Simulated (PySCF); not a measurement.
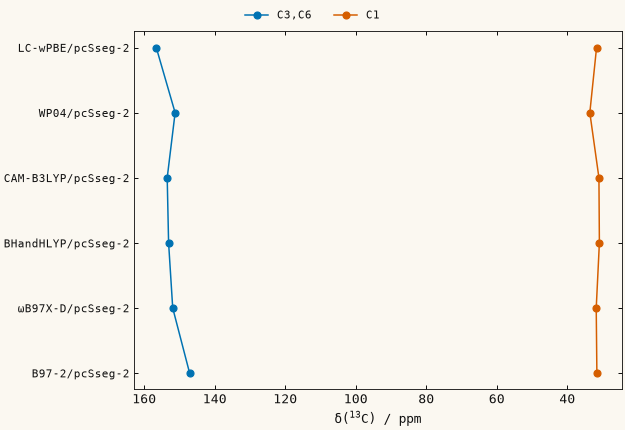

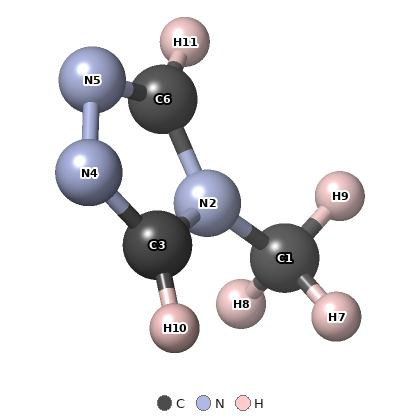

GIAO ¹³C shifts of C₃H₅N₃, SMILES Cn1cnnc1 at several levels, one geometry, PySCF, at a PBE0-D3(BJ)/def2-SVP geometry (no frequency check); values of one conformer, averaged over methyl-type rotors and exact or near symmetry; each against TMS at the same level.

**Which of the plotted signals depends most on the level, and by how much?**

That of C3 and C6: from 147.1 ppm (B97-2/pcSseg-2) to 156.6 ppm (LC-wPBE/pcSseg-2), a spread of 9.5 ppm. The steadiest, C1, moves by 2.7 ppm.

**Do all levels give the signals in the same order?**

Yes, the order of the signals is the same at every level.
